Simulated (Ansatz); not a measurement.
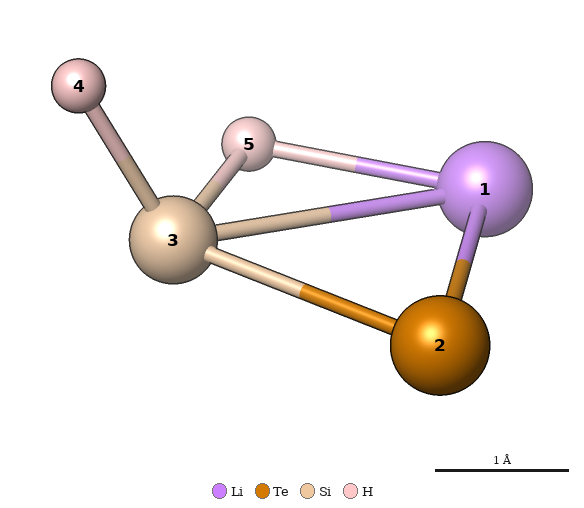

Orthographic view. Distant atoms are faded towards the background colour. State: neutral, doublet. The computed structure is the end point of a PBE-D4/def2-SVP optimisation. No frequency run is at hand to confirm it as a minimum.

Write a Z-matrix (Å, degrees) in the order of the atom numbers, with these reference atoms: 2 to 1; 3 to 2, 1; 4 to 3, 2, 1; 5 to 3, 4, 2.

```
Li 
Te   1   2.549
Si   2   2.473   1    62.5
H    3   1.520   2   115.0   1  -110.8
H    3   1.580   4   100.0   2  -110.8
```
